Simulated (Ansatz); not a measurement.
Energy against volume for Ga2O3 (corundum)

Ga$_{2}$O$_{3}$ (corundum)

Space group R-3c, hexagonal axes (No. 167); a = b = 4.985 Å, c = 13.441 Å, α = β = 90.00°, γ = 120.00°

```tsv
atom	site	symmetry	x	y	z
Ga	12c	3.	0.0000	0.0000	0.1446
O	18e	.2	0.3036	0.3036	0.2500
```
(The calculation used a cell of 10 atoms; values per cell refer to that cell.)

Equation-of-state scan: isotropic scaling of the cell above, V₀ being its volume. The atoms relax within the cell's symmetry.

All values below come from r2SCAN (plane waves to 500 eV, PAW, scalar-relativistic; Ansatz, an electronic-structure program). k mesh 8×8×8 (Γ-centred), Fermi-Dirac smearing 0.05 eV. Energies are smeared free energies. Compression counts positive. With the shape held, the modulus is that of even scaling; a crystal free to change shape is softer. Ga2O3 was relaxed with its symmetry unable to fall. The PAW data are Ansatz's earlier set. ΔE is measured from the relaxed starting cell.

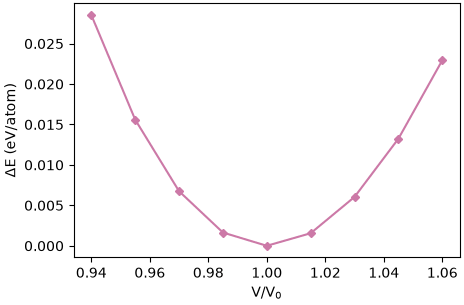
Figure: ΔE (eV/atom) against V/V₀; one marker a computed point.

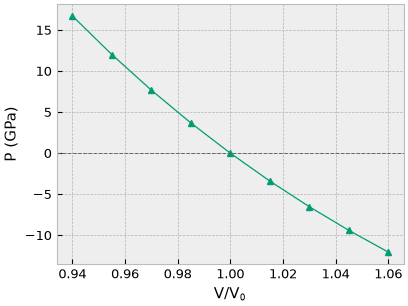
Figure: P (GPa) against V/V₀; one marker a computed point.

The energy cost of the largest compression is 28.5 meV/atom, the pressure derivative B₀′ (fit) is 4.4 and the bulk modulus at fixed cell shape B₀ (third-order Birch-Murnaghan fit) comes out as 235 GPa. The pressure for 5 % compression (fit) comes out as 13.5 GPa and the equilibrium volume of the fit is 9.64 Å³/atom.

Check by three points about V = 9.640 Å³/atom, step 0.145: d²E/dV² ≈ (1.6 − 2·0.0 + 1.6) meV / 0.145² = 0.153 eV/Å⁶, and V·d²E/dV² × 160.2 = 236 GPa.

(A scan under strain: stresses follow from slopes of the energy per volume, elastic moduli from its curvatures.)
